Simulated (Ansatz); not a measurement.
Consider TaH2Br3.

```
Ta H Br
1.0
     6.41141    0.00000    0.00000
    -3.20571    5.55244    0.00000
     0.00000    0.00000    3.43105
Ta H Br
1 2 3
Direct
  0.00000 0.00000 0.00000
  0.66667 0.33333 0.00000
  0.33333 0.66667 0.00000
  0.00000 0.50000 0.00000
  0.50000 0.00000 0.00000
  0.50000 0.50000 0.00000
```

Space group P6/mmm; a structure generated by program, which may or may not match a known phase; spin-polarised.

The calculation used DFT PBE, scalar-relativistic, plane waves, PAW in Ansatz 0.2.0.

Q: What can the converged valence pseudo-density, electron localisation function and spin density tell about the bonding?

A: Br–H (1.85 Å): ρ at the midpoint is about 0.82 e/Å³; the ELF climbs to about 0.95 towards the hydrogen, as it does in any bond to H.
Ta–Br (3.21 Å): the density is about 0.16 e/Å³ at the midpoint; the ELF is about 0.35 at the midpoint.
The spin density sits on Ta: +1.8 μB in one cell of 6 atoms: parallel main moments, as they must be, since the calculation's own cell holds one magnetic site. The cell of the calculation (6 atoms) carries 2.5 μB of net spin moment.
Bader's partition of the density gives Ta +0.80, H +0.18 and Br −0.39 e.

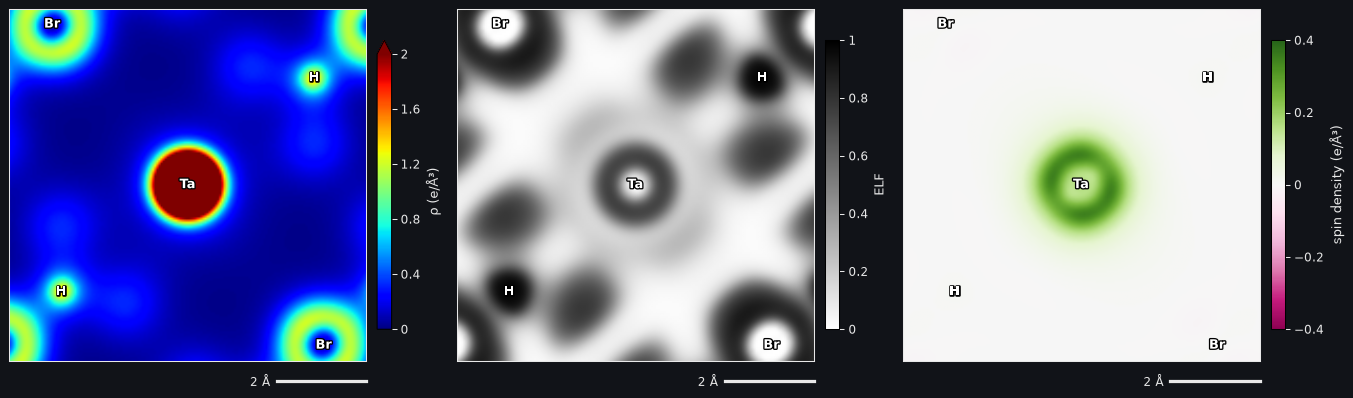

Computed valence pseudo-density, electron localisation function and spin density on the (111) plane of the conventional cell, in this order. 

The density is the valence pseudo-density of a PAW calculation; it isn't the true density close to the nuclei.
